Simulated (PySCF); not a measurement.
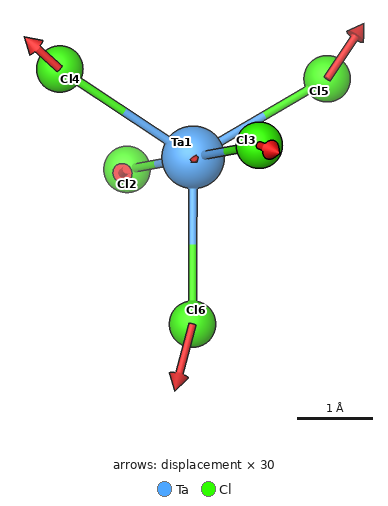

A relaxation of TaCl₅. The starting structure is drawn; red arrows show the displacements, 30 times their true length. The two geometries are superimposed by the best rigid fit.

Style: ball-and-stick. Shown from a free direction.

The start comes from GFN2-xTB.

The calculation used PySCF 2.14.0, density-fitted response routines, PBE0-D3(BJ)/def2-SVP geometry optimisation, gas phase. 

Atoms of which element are displaced furthest, and by how much?

Answer. Chlorine: up to 0.033 Å, against 0.003 Å for tantalum.

What did the optimiser do to the structure, and how much energy did it gain?

Answer. The largest move after the best rigid fit is that of Cl6, 0.033 Å. By element the largest moves are Cl 0.033 Å, Ta 0.003 Å. Some distances before and after: Ta1–Cl5 2.258 → 2.287 Å, Ta1–Cl4 2.258 → 2.284 Å, Ta1–Cl2 2.310 → 2.327 Å. The energy falls by 2.72 kJ/mol in 3 geometry steps. The largest force component goes from 0.59 to 0.012 eV/Å.
